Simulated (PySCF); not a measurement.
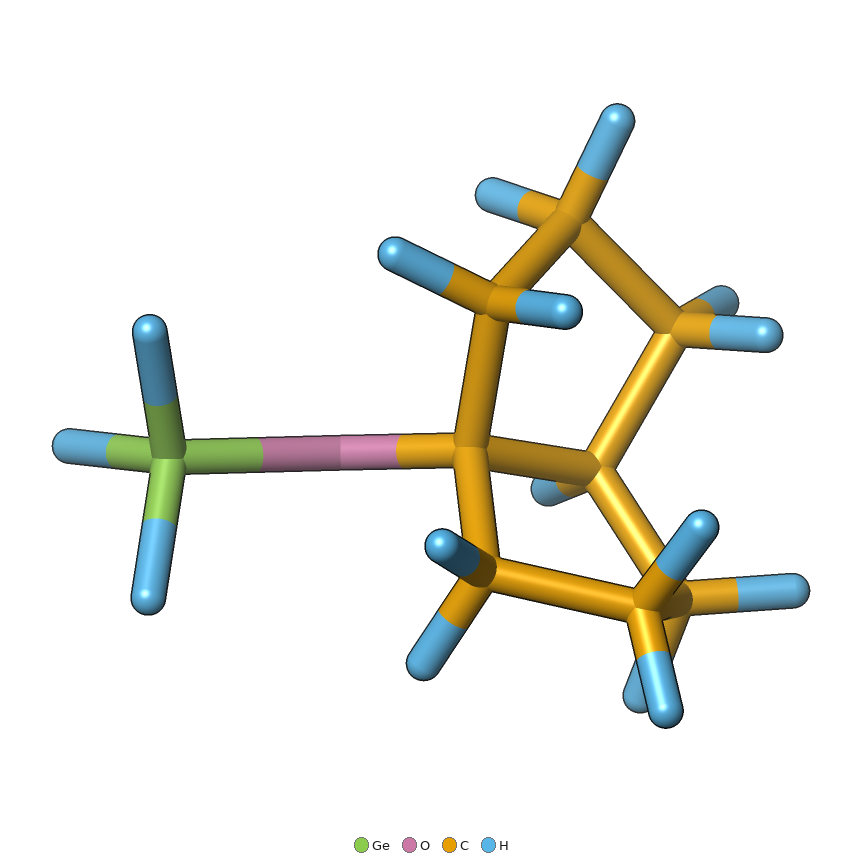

The geometry was computed by an optimisation with PBE0-D3(BJ)/def2-SVP. No frequency run is at hand to confirm it as a minimum.

Give the structural formula.

SMILES: [GeH3][O][C@]12CCC[C@H]1CCC2

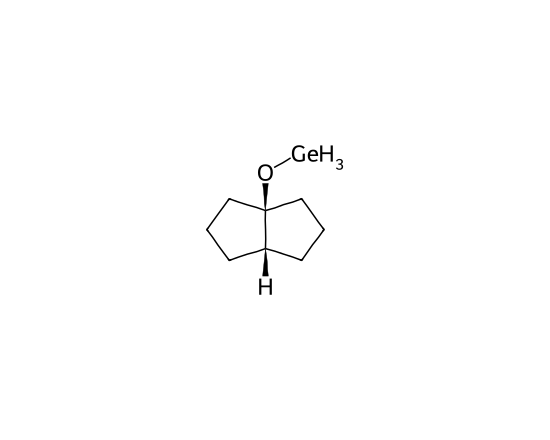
